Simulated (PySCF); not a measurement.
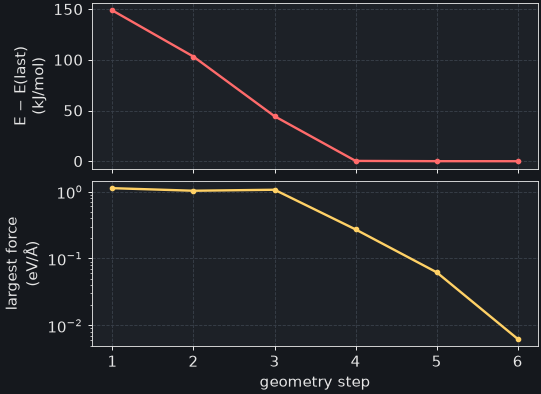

History of a geometry optimisation.

- system: [MoO4]3- (SMILES [O]=[Mo-3](=[O])(=[O])=[O]) (charge −3), multiplicity 2
- method: PBE0-D3(BJ)/def2-SVP, geometry optimisation (PySCF 2.14.0, density fitting)

How did it end, and what did it gain?

The optimisation met its thresholds at geometry 6, counting the start as the first. The energy fell by about 150 kJ/mol from the first step to the last. The largest force goes from about 1.1 eV/Å at the start to 6 × 10⁻³ eV/Å at the end.
